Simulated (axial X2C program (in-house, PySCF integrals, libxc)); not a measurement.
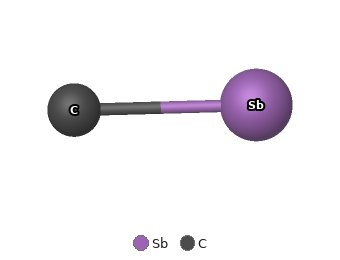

The molecule at the reference distance of 1.921 Å.

Relativistic diatomic calculation for SbC

SbC. The reference is closed-shell SbC⁻; the roots are the vertical energies to take an electron from it, which leaves states of SbC. The distance is the PBE0 minimum at charge −1. Computed at this level: EOM-IP-CCSD, two-component X2C with atomic mean-field Coulomb and Gaunt terms, Sb dyall-acv3z, C dyall-av3z (cores contracted) (axial X2C program (in-house, PySCF integrals, libxc)).

**Output**
```
two-component X2C + atomic mean field  HF
basis functions 198  fitting functions 1011  grid points 5077
iter        total energy     max residual
   1      -6513.051777547     3.53e-01
   2      -6513.075867947     9.42e-03
   3      -6513.076503600     1.55e-02
   4      -6513.078403911     4.15e-03
   5      -6513.078766385     1.74e-03
   6      -6513.078895053     1.17e-03
   7      -6513.078980636     8.92e-04
   8      -6513.079015659     6.82e-04
   9      -6513.079045662     5.68e-04
  10      -6513.079075715     3.73e-04
  11      -6513.079100503     1.03e-04
  12      -6513.079101843     5.81e-05
  13      -6513.079101992     4.51e-05
  14      -6513.079102110     2.09e-05
  15      -6513.079102141     3.31e-06
  16      -6513.079102143     7.14e-07
converged
one-electron -9124.07118964  Coulomb 2704.95030144  exact exchange -174.47520281  xc functional 0.00000000  nuclear repulsion 84.29371501  atomic mean-field constant -3.77672615
correlated 20  virtual 292  natural virtual 82  E(MP2) -0.787975224  MP2 remainder -0.109732067
iter   CCSD correlation   residual
   1     -0.602372050   2.92e-01
   2     -0.629038189   1.52e-01
   3     -0.635542430   4.28e-02
   4     -0.636172473   2.13e-02
   5     -0.636236266   9.53e-03
   6     -0.636454664   3.56e-03
   7     -0.636438554   1.67e-03
   8     -0.636456278   7.25e-04
   9     -0.636460684   2.95e-04
  10     -0.636457074   1.09e-04
  11     -0.636456965   3.96e-05
  12     -0.636456900   1.86e-05
  13     -0.636456696   1.19e-05
  14     -0.636456910   8.28e-06
  15     -0.636456854   4.88e-06
  16     -0.636456859   2.20e-06
(T) -0.027391479262896683  T1 0.0404  D1 0.1002  max T2 0.109
EOM-IP-CCSD roots
2*Omega      energy/Eh   energy/eV  one-particle weight
    1       0.09863330      2.6839      0.897
    1       0.12629072      3.4365      0.955
    1       0.26456259      7.1991      0.008
    1       0.26937023      7.3299      0.666
    3       0.11862638      3.2280      0.952
    3       0.26159637      7.1184      0.000
    3       0.28869809      7.8559      0.000
    5       0.29200033      7.9457      0.000
```

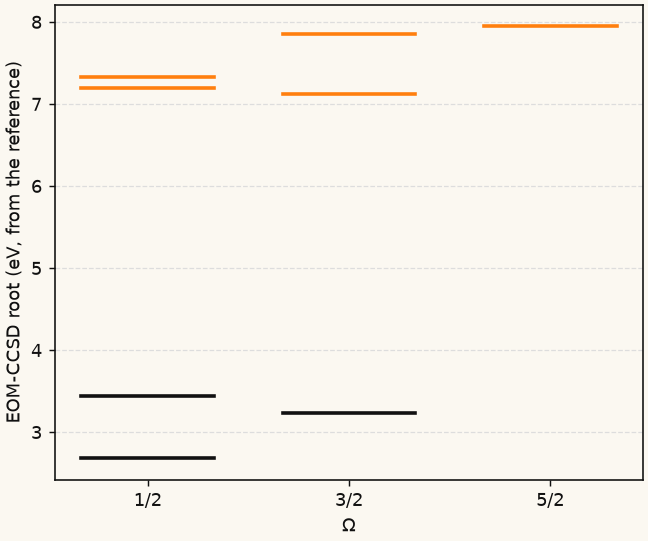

EOM-CCSD roots by Ω at 1.92 Å; roots whose one-particle weight is under 0.8 have the second colour. The lowest has Ω = 1/2 and lies at 2.684 eV, with one-particle weight 0.90. 5 of the 8 roots are less well described at this level.

**The input**
```
{"zs": [51, 6], "q": 0, "bas": ["dyall-acv3z", "dyall-av3z"], "r0": 2.0, "eom": "ip", "rq": -1, "thr": -2.0, "nmax": 95, "grid": [1, 0.96, 1.045, 0.92, 1.09, 1.15]}
```

The line is the task of a batch: nuclear charges, charge, bases, a first guess of the distance and further settings. This report covers the levels named above. The log is that of the reference distance 1.921 Å.

The run was one of a batch that the task file lists, launched with:
```bash
python <driver script> task.json out
```

**Key numbers**

- outcome: converged
- HF energy of the reference SbC⁻: −6513.07910 hartree
- MP2 energy of the reference SbC⁻: −6513.86708 hartree
- CCSD energy of the reference SbC⁻ (with the MP2 share of the virtual spinors left out of the coupled-cluster step): −6513.82529 hartree
- CCSD(T) energy of the reference SbC⁻: −6513.85268 hartree
- T1 diagnostic (spinor form; for a closed shell √2 times the usual value): 0.040
- hardware: 1 thread of Arm Neoverse V1, 112 GiB of memory available, shared host
- wall time: 21 s
- peak memory: 1.2 GiB
